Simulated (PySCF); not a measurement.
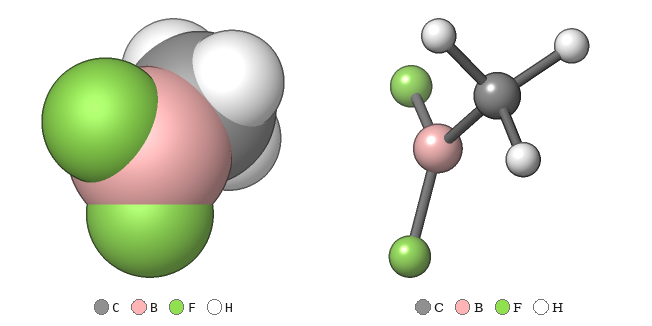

Two views of one molecule.

Give the formula.

CH₃BF₂, 7 atoms: 1 carbon, 3 hydrogen, 1 boron and 2 fluorine.

Count the bonded pairs by element.

3 C–H, 2 B–F, 1 C–B.

More results for the same structure follow; atom numbers are the same in all pictures, views and colours differ. Computed geometry: PBE0-D3(BJ)/def2-SVP optimisation. No frequency run is at hand to confirm it as a minimum.

Shape

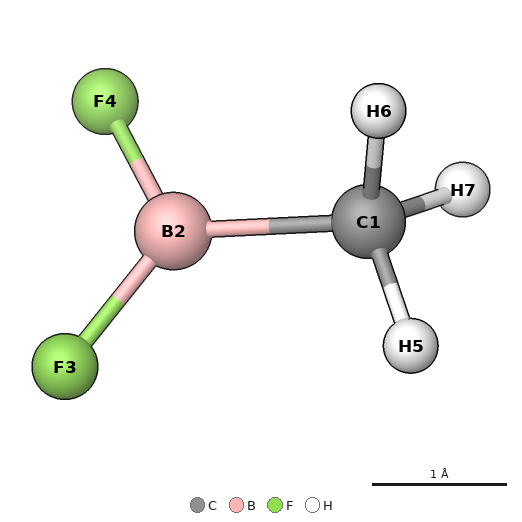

The atoms are numbered. No frequency run is at hand to confirm it as a minimum.

Estimate the angles B2–C1–H5, B2–C1–H6, B2–C1–H7, H5–C1–H6, H5–C1–H7, H6–C1–H7, C1–B2–F3, C1–B2–F4, F3–B2–F4.

| angle | degrees |
| --- | --- |
| B2–C1–H5 | 112.8 |
| B2–C1–H6 | 109.1 |
| B2–C1–H7 | 110.5 |
| H5–C1–H6 | 108.5 |
| H5–C1–H7 | 109.4 |
| H6–C1–H7 | 106.3 |
| C1–B2–F3 | 122.7 |
| C1–B2–F4 | 121.5 |
| F3–B2–F4 | 115.8 |

Spin–spin coupling

No frequency run is at hand to confirm it as a minimum. Level of theory: PBE0/pcJ-1 indirect spin-spin coupling, non-relativistic, gas phase (PySCF 2.14.0). Isotopes: 11B, 13C, 19F, 1H.

Give the spin–spin coupling constants of these pairs, with the number of bonds between them: C1/F3, B2/H6, F3/H5, F4/H7.

| pair | bonds apart | J (Hz) |
| --- | --- | --- |
| C1, F3 | 2 | 34.5 |
| B2, H6 | 2 | −7.0 |
| F3, H5 | 3 | −0.7 |
| F4, H7 | 3 | −0.9 |

Density functionals are unreliable for couplings to fluorine, so those rows may be far off.

Electronic properties

No frequency run is at hand to confirm it as a minimum. Method: B97-2/pcJ-1, gas phase (PySCF 2.14.0).

Computed properties:

- dipole moment: 1.67 D
- HOMO energy (Kohn–Sham orbital): −10.02 eV
- LUMO energy (Kohn–Sham orbital): 0.35 eV
- HOMO–LUMO gap: 10.37 eV

Quadrupole coupling

No frequency run is at hand to confirm it as a minimum. Electric field gradients from the ground-state density, PBE0/pcJ-1 (PySCF 2.14.0), non-relativistic apart from any core potentials.

Give the largest field-gradient component, the quadrupole coupling constant and the asymmetry for 11B at B2 (Q = 40.59 mb).

```json
{"atom": "B2", "V_zz (a.u.)": "0.344", "e²qQ/h (MHz)": "3.28", "η": "0.69"}
```
